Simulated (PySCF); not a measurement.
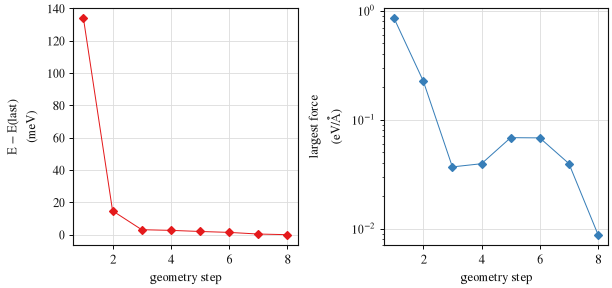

History of a geometry optimisation.

System: C₂H₁₁Ge₂N (SMILES C[CH2][GeH2][NH][GeH3]).
Method: PBE0-D3(BJ)/def2-SVP, geometry optimisation (PySCF 2.14.0, density fitting).

Q: How did the optimisation end?

A: The optimisation met its thresholds at geometry 8, counting the start as the first. The energy fell by about 130 meV from the first step to the last. The largest force goes from about 0.85 eV/Å at the start to 9 × 10⁻³ eV/Å at the end.
